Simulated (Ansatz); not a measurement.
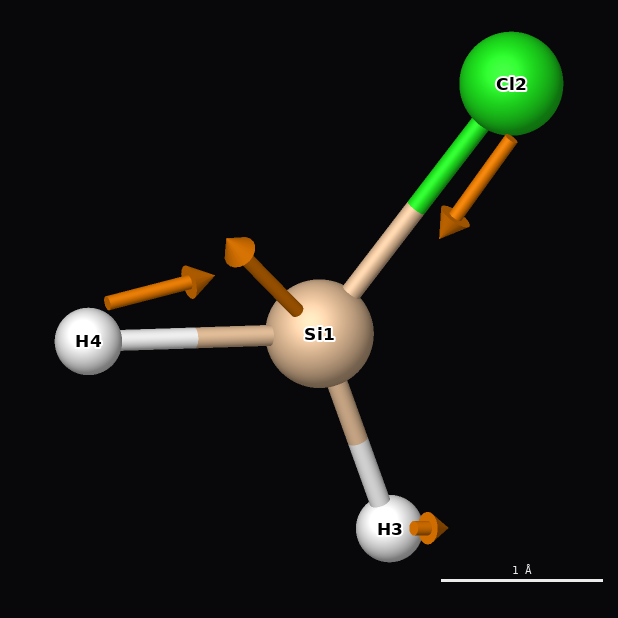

Arrows show the forces on the atoms, 0.5 Å of arrow for 1 eV/Å; forces under a tenth of the largest aren't drawn. The species has charge +1 and is a spin singlet. Level of theory: ωB97M-V/def2-TZVPP (Ansatz 0.2.0).

On which atom is the force largest, and how large is it?

On Si1: 1.90 eV/Å.

Which bond do the forces act along most?

Si1–H4, now 1.549 Å: the forces pull its atoms together, so a first step downhill shortens it.

List the force components in the frame of the picture (x right, y up, z towards the viewer), in eV/Å.

```
atom     Fx     Fy     Fz
 Si1  −0.88   0.90   1.42
 Cl2  −0.90  −1.25  −0.51
  H3   0.43   0.00  −0.33
  H4   1.34   0.35  −0.58
```
